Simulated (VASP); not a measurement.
**A VASP study of BiAsP2 (SCAN): structure first, properties next**

What structure does BiAsP2 take at this level, and what are its properties? The steps: rough relaxation of the start cell, relaxing cell and atoms (SCAN), density, ELF and potential (SCAN), bands along the symmetry lines (SCAN), total and projected DOS (SCAN) and zone-centre phonons (SCAN). The cell is invented: it takes the structure of a Materials Project entry for AsP (space group 160 there), with some of its atoms replaced by other elements, volume scaled by an estimate. It may not be a known or stable phase.

Main program and level: VASP 6.6.1; SCAN; plane waves and PAW (Bi_d, As, P); invented cell.

## Step 1: Starting point

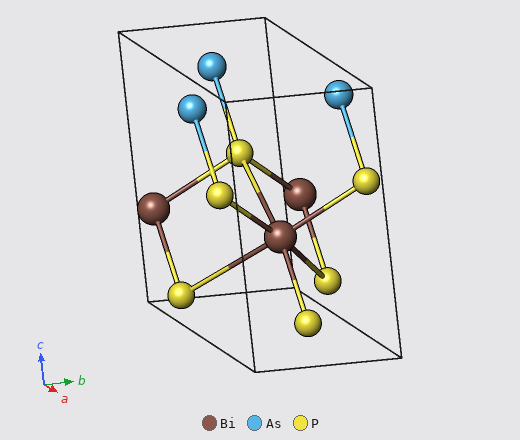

The starting structure, seen slightly off an axis (bismuth brown, arsenic blue, phosphorus yellow). This picture shows the conventional cell, with its axes. Some periodic images of atoms are drawn too.

## Step 2: Rough relaxation of the start cell

The start is only an estimate, so a cheap relaxation brings it near a minimum before any careful run. SCAN adds the kinetic-energy density; it is numerically more delicate than r2SCAN.

Contents of INCAR:

```
SYSTEM = BiAsP2
PREC = Normal
ENCUT = 400
EDIFF = 1E-05
NELM = 60
ISMEAR = 0
SIGMA = 0.05
LREAL = .FALSE.
ALGO = Normal
METAGGA = SCAN
LASPH = .TRUE.
NBANDS = 21
LORBIT = 11
LWAVE = .FALSE.
LCHARG = .FALSE.
KPAR = 2
IBRION = 2
NSW = 40
ISIF = 3
EDIFFG = -0.04
```

Contents of POSCAR:

```
BiAsP2
1.0
    3.5556080000     -1.8760580000      0.0000000000
    3.5556080000      1.8760580000      0.0000000000
   -1.9797420000      0.0000000000      6.1899700000
Bi As P
1 1 2
Direct
    0.8412155000      0.8412155000      0.6137385000
    0.3412155000      0.3412155000      0.1137385000
    0.1587845000      0.1587845000      0.3862615000
    0.6587845000      0.6587845000      0.8862615000
```

Contents of KPOINTS:

```
Automatic mesh
0
Gamma
5 5 3
0 0 0
```

The projector-augmented-wave data sets are Bi_d, As and P (PBE family, release 64).

The run is started by

```console
mpirun -np 2 vasp_std
```

Log:

```text
[banner, memory and clock lines left out]
running    2 mpi-ranks, on    1 nodes
 distrk:  each k-point on    1 cores,    2 groups
 distr:  one band on    1 cores,    1 groups

 POSCAR found type information on POSCAR BiAsP
 POSCAR found :  3 types and       4 ions
|                                                                             |
|               ----> ADVICE to this user running VASP <----                  |
|                                                                             |
|     You enforced a specific xc type in the INCAR file but a different       |
|     [... a line on the potential file left out ...]
|     I HOPE YOU KNOW WHAT YOU ARE DOING!                                     |
|                                                                             |

 LDA part: xc-table for (None), standard interpolation
 POSCAR, INCAR and KPOINTS ok, starting setup
 FFT: planning ... GRIDC
 FFT: planning ... GRID_SOFT
 FFT: planning ... GRID
 WAVECAR not read
 entering main loop
       N       E                     dE             d eps       ncg     rms          rms(c)
DAV:   1     0.117844039148E+03    0.11784E+03   -0.12741E+04  1008   0.124E+03
DAV:   2    -0.104136401304E+03   -0.22198E+03   -0.21197E+03  1095   0.330E+02
DAV:   3    -0.123707448807E+03   -0.19571E+02   -0.18653E+02  1282   0.103E+02
DAV:   4    -0.124350944636E+03   -0.64350E+00   -0.63659E+00  1246   0.197E+01
DAV:   5    -0.124371209048E+03   -0.20264E-01   -0.20257E-01  1372   0.360E+00    0.661E+00
DAV:   6    -0.118201404644E+03    0.61698E+01   -0.16584E+00  1220   0.177E+01    0.407E+00
DAV:   7    -0.118200247146E+03    0.11575E-02   -0.26693E-01  1078   0.463E+00    0.177E+00
DAV:   8    -0.118212231455E+03   -0.11984E-01   -0.30018E-02  1233   0.157E+00    0.332E-01
DAV:   9    -0.118211441717E+03    0.78974E-03   -0.50092E-03  1201   0.513E-01    0.158E-01
DAV:  10    -0.118211447040E+03   -0.53230E-05   -0.67920E-04  1211   0.210E-01    0.586E-02
DAV:  11    -0.118211400934E+03    0.46107E-04   -0.10495E-04  1167   0.781E-02    0.257E-02
DAV:  12    -0.118211389315E+03    0.11618E-04   -0.36547E-05  1128   0.527E-02    0.129E-02
DAV:  13    -0.118211384855E+03    0.44603E-05   -0.34450E-06   604   0.164E-02
   1 F= -.11821138E+03 E0= -.11821091E+03  d E =-.118211E+03
 curvature:   0.00 expect dE= 0.000E+00 dE for cont linesearch  0.000E+00
 trial: gam= 0.00000 g(F)=  0.890E+00 g(S)=  0.104E+01 ort = 0.000E+00 (trialstep = 0.100E+01)
 search vector abs. value=  0.193E+01
 bond charge predicted
       N       E                     dE             d eps       ncg     rms          rms(c)
DAV:   1    -0.122858548611E+03   -0.46472E+01   -0.40183E+02  1395   0.291E+02    0.128E+01
DAV:   2    -0.119684117296E+03    0.31744E+01   -0.23234E+01  1203   0.527E+01    0.642E+00
DAV:   3    -0.118478158511E+03    0.12060E+01   -0.58166E+00  1343   0.256E+01    0.109E+00
DAV:   4    -0.118510647417E+03   -0.32489E-01   -0.30865E-01  1116   0.400E+00    0.803E-01
DAV:   5    -0.118517244015E+03   -0.65966E-02   -0.52332E-02  1350   0.181E+00    0.418E-01
DAV:   6    -0.118521306467E+03   -0.40625E-02   -0.24723E-02  1149   0.138E+00    0.185E-01
DAV:   7    -0.118524151189E+03   -0.28447E-02   -0.10303E-02  1311   0.799E-01    0.108E-01
DAV:   8    -0.118524742668E+03   -0.59148E-03   -0.12222E-03  1322   0.315E-01    0.576E-02
DAV:   9    -0.118525240154E+03   -0.49749E-03   -0.11722E-03  1141   0.283E-01    0.298E-02
DAV:  10    -0.118525219497E+03    0.20656E-04   -0.11826E-04  1269   0.974E-02    0.167E-02
DAV:  11    -0.118525299810E+03   -0.80313E-04   -0.13884E-04  1306   0.931E-02    0.639E-03
DAV:  12    -0.118525296563E+03    0.32474E-05   -0.12507E-05   601   0.298E-02
   2 F= -.11852530E+03 E0= -.11852491E+03  d E =-.313912E+00
[... from here on, the cycles between the ionic steps are left out ...]
   3 F= -.11873487E+03 E0= -.11873450E+03  d E =-.523490E+00
   4 F= -.11873508E+03 E0= -.11873471E+03  d E =-.523699E+00
   5 F= -.11884760E+03 E0= -.11884723E+03  d E =-.112521E+00
   6 F= -.11886255E+03 E0= -.11886217E+03  d E =-.127462E+00
   7 F= -.11886267E+03 E0= -.11886230E+03  d E =-.127591E+00
   8 F= -.11886883E+03 E0= -.11886846E+03  d E =-.615942E-02
   9 F= -.11886896E+03 E0= -.11886858E+03  d E =-.628509E-02
  10 F= -.11887334E+03 E0= -.11887296E+03  d E =-.437776E-02
  11 F= -.11887436E+03 E0= -.11887398E+03  d E =-.539632E-02
  12 F= -.11887444E+03 E0= -.11887406E+03  d E =-.547838E-02
  13 F= -.11887716E+03 E0= -.11887678E+03  d E =-.272172E-02
  14 F= -.11887769E+03 E0= -.11887731E+03  d E =-.325140E-02
  15 F= -.11887766E+03 E0= -.11887729E+03  d E =-.322384E-02
  16 F= -.11887858E+03 E0= -.11887820E+03  d E =-.918601E-03
  17 F= -.11887867E+03 E0= -.11887830E+03  d E =-.101296E-02
  18 F= -.11887924E+03 E0= -.11887886E+03  d E =-.566089E-03
  19 F= -.11887931E+03 E0= -.11887894E+03  d E =-.640220E-03
 curvature:  -1.58 expect dE=-0.325E-03 dE for cont linesearch -0.167E-06
 trial: gam= 0.31023 g(F)=  0.194E-03 g(S)=  0.118E-04 ort =-0.961E-05 (trialstep = 0.156E+01)
 search vector abs. value=  0.284E-03
 bond charge predicted
       N       E                     dE             d eps       ncg     rms          rms(c)
DAV:   1    -0.118879418712E+03   -0.11209E-03   -0.21229E-02  1023   0.106E+00    0.718E-02
DAV:   2    -0.118879516287E+03   -0.97574E-04   -0.14070E-03  1244   0.303E-01    0.304E-02
DAV:   3    -0.118879497150E+03    0.19137E-04   -0.10083E-04  1218   0.103E-01    0.182E-02
DAV:   4    -0.118879497187E+03   -0.36693E-07   -0.13005E-05   674   0.414E-02
  20 F= -.11887950E+03 E0= -.11887912E+03  d E =-.182254E-03
 trial-energy change:   -0.000182  1 .order   -0.000188   -0.000316   -0.000060
 step:   1.9246(harm=  1.9246)  dis= 0.00480  next Energy=  -118.879510 (dE=-0.195E-03)
 reached required accuracy - stopping structural energy minimisation
```

It took 8.1 min on 2 MPI ranks of AMD EPYC 7R43, shared host; peak memory 0.25 GiB.

The logs omit lines about the potential files and the build; timing stands in the text.

Parts of OUTCAR (step 2):

```text
ion  position               nearest neighbor table
   1  0.841  0.841  0.614-   4 2.49   3 2.49   3 2.49   3 3.05   4 3.05   4 3.05
   2  0.341  0.341  0.114-   3 2.49   4 2.49   4 2.49
   3  0.159  0.159  0.386-   2 2.49   1 2.49   1 2.49   1 3.05
   4  0.659  0.659  0.886-   1 2.49   2 2.49   2 2.49   1 3.05   1 3.05

  LATTYP: Found a base centered monoclinic cell.
 ALAT       =     7.1112160000
 B/A-ratio  =     0.5276335299
 C/A-ratio  =     0.9138879037
 COS(beta)  =    -0.3046293876

 Subroutine GETGRP returns: Found  2 space group operations
 (whereof  2 operations were pure point group operations)

The static configuration has the point symmetry C_1h.

 Found     24 irreducible k-points:

   k-points           NKPTS =     24   k-points in BZ     NKDIM =     24   number of bands    NBANDS=     21

   dimension x,y,z NGX =    20 NGY =   20 NGZ =   32
   dimension x,y,z NGXF=    40 NGYF=   40 NGZF=   64

   ENCUT  =  400.0 eV  29.40 Ry    5.42 a.u.   6.56  6.56 10.60*2*pi/ulx,y,z

   NELECT =      30.0000    total number of electrons

 k-points in reciprocal lattice and weights: Automatic mesh
   0.00000000  0.00000000  0.00000000       0.013
   0.20000000 -0.00000000  0.00000000       0.053
   0.40000000 -0.00000000  0.00000000       0.053
   0.20000000  0.20000000  0.00000000       0.027
   0.40000000  0.20000000  0.00000000       0.053
  -0.40000000  0.20000000 -0.00000000       0.053
  -0.20000000  0.20000000  0.00000000       0.027
   0.40000000  0.40000000  0.00000000       0.027
  -0.40000000  0.40000000  0.00000000       0.027
[...]
-0.20000000 -0.40000000  0.33333333       0.053
  -0.20000000 -0.20000000  0.33333333       0.027

 average (electrostatic) potential at core
       1-110.6437       2 -53.7770       3 -85.6351       4 -85.7490

 E-fermi :   6.4105

 k-point     1 :       0.0000    0.0000    0.0000
  band No.  band energies     occupation
    ...
     12       4.0035      2.00000
     13       4.5148      2.00000
     14       4.7501      2.00000
     15       5.8390      2.00000
     16       6.1065      2.00000
     17       7.0501      0.00000
     18       7.9377      0.00000
     19       8.5479      0.00000
     20       9.5444      0.00000
     21       9.5957      0.00000

 k-point     2 :       0.2000   -0.0000    0.0000
  band No.  band energies     occupation
    ...
     11       2.9723      2.00000
     12       3.3589      2.00000
     13       3.9360      2.00000
     14       4.3323      2.00000
     15       5.3732      2.00000
     16       7.7440      0.00000
     17       7.8609      0.00000
     18       8.2178      0.00000
     19       9.2501      0.00000
     20       9.6381      0.00000
    ...

 k-point     3 :       0.4000   -0.0000    0.0000
  band No.  band energies     occupation
    ...
     11       1.9943      2.00000
     12       2.5353      2.00000
     13       3.1195      2.00000
     14       3.3915      2.00000
     15       4.3551      2.00000
     16       8.9623      0.00000
     17       9.1125      0.00000
     18       9.3505      0.00000
     19       9.5705      0.00000
     20      10.2083      0.00000
    ...

  Total       -0.0166331     -0.0294292      0.0172792      0.0000000      0.0000000      0.0083282
  in kB       -0.2887883     -0.5109593      0.3000069      0.0000000      0.0000000      0.1445969
  external PRESSURE =      -0.1665802 kB  Pullay stress =       0.0000000 kB

  energy-cutoff  :      400.00
  volume of cell :       92.28
      direct lattice vectors                 reciprocal lattice vectors
     3.791956650 -1.931351616  0.026375488     0.131557378 -0.258886055  0.043226702
     3.791956650  1.931351616  0.026375488     0.131557378  0.258886055  0.043226702
    -2.065351111  0.000000000  6.285748557    -0.001104050  0.000000000  0.158727277

 POSITION                                       TOTAL-FORCE (eV/Angst)
 -----------------------------------------------------------------------------------
      5.20290      0.00000      3.91292         0.002063      0.000000      0.005271
      2.22392      0.00000      0.72975         0.003696      0.000000     -0.008265
      0.42692      0.00000      2.29447         0.000056      0.000000      0.016812
      3.18339      0.00000      5.73986        -0.005815      0.000000     -0.013818
 -----------------------------------------------------------------------------------
    total drift:                                0.025995      0.000000      0.039390

  FREE ENERGIE OF THE ION-ELECTRON SYSTEM (eV)
  ---------------------------------------------------
  free  energy   TOTEN  =      -118.8794971870 eV

  energy  without entropy=     -118.8787449342  energy(sigma->0) =     -118.87912106

 reached required accuracy - stopping structural energy minimisation

 total charge
# of ion       s       p       d       tot
------------------------------------------
    1        1.586   1.277   9.945  12.808
    2        1.308   1.316   0.060   2.685
    3        1.092   1.354   0.000   2.446
    4        1.089   1.343   0.000   2.432
--------------------------------------------------
tot          5.075   5.290  10.005  20.370

[... 3 further parts left out ...]
```

The k-mesh is coarse for a metal. This relaxation is a rough one on cheap settings, only to bring the start near its minimum. The PAW data sets were made with PBE, which is usual practice but a small mismatch for other functionals. After so large a change of volume the plane waves of the start cell no longer fit, so the final stress carries a basis-set error. The run keeps the 2 symmetry operations of its start, so it cannot find a distortion of lower symmetry.

Relaxation path:

```
step  energy less that of the first step (eV)  largest force (eV/Å)  pressure (GPa)  volume (Å³)
   1                                   0.0000                2.6609           10.31        82.58
   2                                  -0.3139                1.1351           -7.27        99.50
   3                                  -0.5235                1.0747           -2.10        92.17
   4                                  -0.5237                1.0802           -2.03        91.97
   5                                  -0.6362                0.3919           -0.27        90.11
   6                                  -0.6512                0.2337            0.73        89.12
   7                                  -0.6513                0.2338            0.75        89.20
   8                                  -0.6574                0.1480           -0.07        90.33
   9                                  -0.6576                0.1669           -0.23        90.65
  10                                  -0.6620                0.1435            0.01        90.77
  11                                  -0.6630                0.1268            0.18        90.84
  12                                  -0.6631                0.1209            0.24        90.87
  13                                  -0.6658                0.0726           -0.04        91.48
  14                                  -0.6663                0.0911           -0.16        91.88
  15                                  -0.6663                0.0996           -0.21        92.02
  16                                  -0.6672                0.0949            0.15        91.92
  17                                  -0.6673                0.0698            0.07        91.95
  18                                  -0.6679                0.0434            0.01        92.11
  19                                  -0.6679                0.0437            0.00        92.22
  20                                  -0.6681                0.0168           -0.02        92.28
```

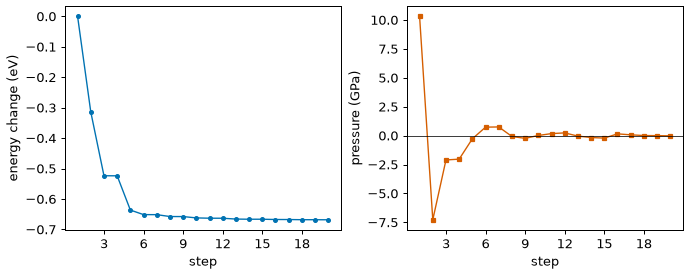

Energy and pressure along the relaxation.

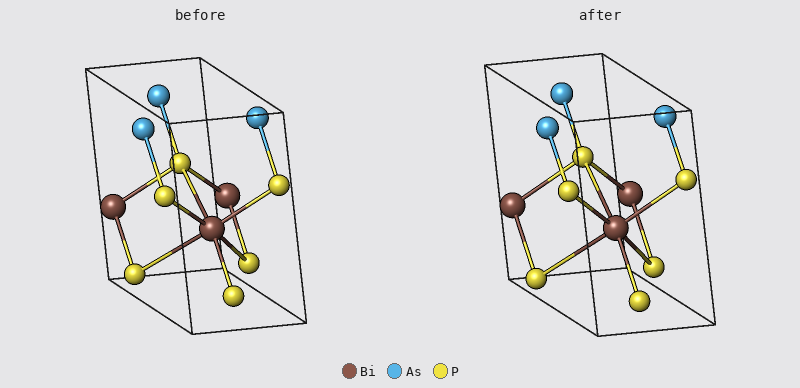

Before and after, at one scale.

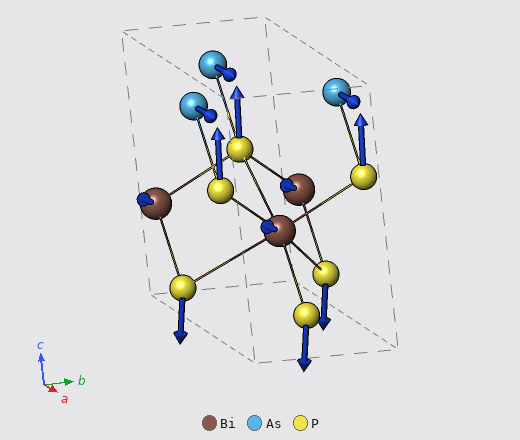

Displacements in the relaxation, exaggerated, measured against the changing cell; the longest in the cell stands for 0.14 Å. Some periodic images of atoms are drawn too.

```
     cell as run  before   after   change
           a (Å)   4.020   4.256   +5.9 %
           b (Å)   4.020   4.256   +5.9 %
           c (Å)   6.499   6.616   +1.8 %
           α (°)  105.63  105.80   +0.2 %
           β (°)  105.63  105.80   +0.2 %
           γ (°)   55.64   53.98   -3.0 %
volume (Å³/atom)   20.65   23.07  +11.7 %
```

The atoms that moved most (Å, as changes of fractional coordinates times the final cell):

```
atom      dx     dy      dz  length
  P3   0.020  0.000  -0.142   0.143
  P4   0.018  0.000   0.134   0.135
 As2  -0.129  0.000  -0.003   0.129
 Bi1   0.091  0.000   0.011   0.091
```

The relaxed structure:

```cif
data_structure
_symmetry_space_group_name_H-M 'P 1'
_symmetry_Int_Tables_number 1
_cell_length_a 4.2556
_cell_length_b 4.2556
_cell_length_c 6.6164
_cell_angle_alpha 105.799
_cell_angle_beta 105.799
_cell_angle_gamma 53.981
_cell_volume 92.28
loop_
_atom_site_label
_atom_site_type_symbol
_atom_site_fract_x
_atom_site_fract_y
_atom_site_fract_z
_atom_site_occupancy
Bi1 Bi 0.85362 0.85362 0.61534 1
As2 As 0.32412 0.32412 0.11338 1
P3 P 0.15535 0.15535 0.36372 1
P4 P 0.66691 0.66691 0.90756 1
```

Numbers from this step:

* electrons: 30
* bands: 21
* irreducible k-points: 24
* symmetry operations: 2
* free energy (TOTEN): -118.8795 eV
* energy at zero smearing: -118.8791 eV
* Fermi energy: 6.410 eV
* pressure: -0.01666 GPa
* metallic: yes
* SCF cycles over all ionic steps: 126

It ends with a largest force of 0.017 eV/Å and a pressure of -0.02 GPa.

[end of part 1 of 3]

[Lines on the potential files, build, host, timing and source positions are cut from VASP's logs without a mark.]

[Logs are printed without paths, hosts, clocks, repeated set-up lines and the standing remarks that a program may print on its own settings, such as how far it seeks lower states.]

[Hosts, paths, dates, database ids (printed as entryN), source tags and the programs' standing remarks are cut or masked in the printed files.]

[A measured line is paired with the nearest computed mode of its activity, which favours agreement.]
